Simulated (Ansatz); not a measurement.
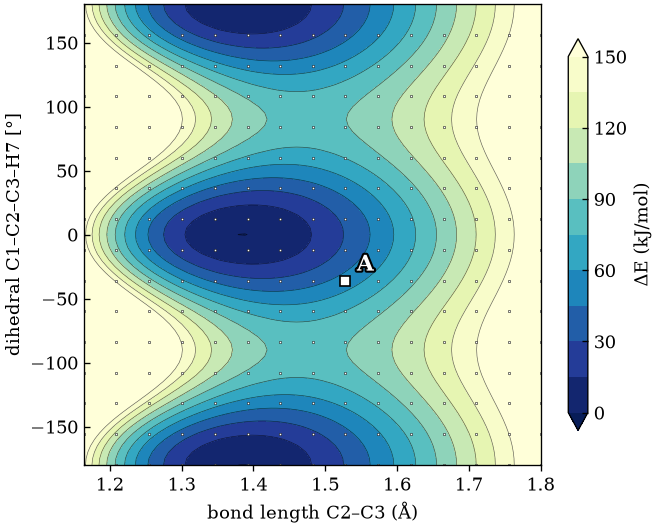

C3H5, SMILES [CH2]C=C, spin multiplicity 2. 
- Coordinates scanned: (1) bond length C2–C3; (2) dihedral C1–C2–C3–H7.
- Nothing is relaxed (all other coordinates rigid).
- The grid has 15 × 15 points; 121 points were computed and 104 follow by symmetry.
- Points are written as (first, second).
- Energies are in kJ/mol, from the lowest grid point.
- These are results of UHF/def2-TZVP (Ansatz 0.2.0), not measurements.

Drawn: filled contours, dots at the grid points, one colour for all values above the top of the scale, the point A. Between grid points the surface is interpolated.

### Is A at rest? If not, where is it pushed?

A, at (1.528 Å, −36°), is not a stationary point. The computed force is 310 kJ/mol for each Å towards smaller values of bond length C2–C3 and 0.99 kJ/mol for each degree towards larger values of dihedral C1–C2–C3–H7.
